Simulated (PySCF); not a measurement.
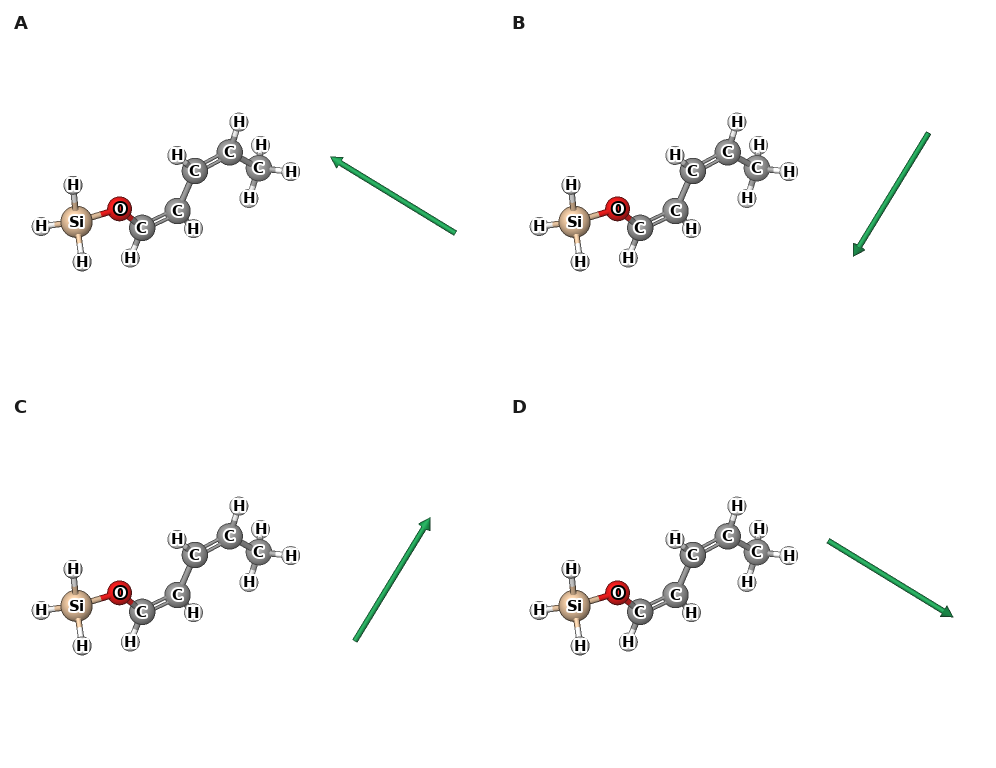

The same molecule four times, each with an arrow. The computed structure is the end point of a GFN2-xTB optimisation. No frequency run is at hand to confirm it as a minimum. Method: CAM-B3LYP/def2-SVPD, gas phase (PySCF 2.14.0).

**Which arrow points along the dipole moment, from the negative to the positive end?**

B. The dipole moment is 0.89 D.

The geometry is semi-empirical. Around Si such bond lengths and angles can be off by a tenth of an ångström or more and by several degrees, and values that hang on the shape move with them.
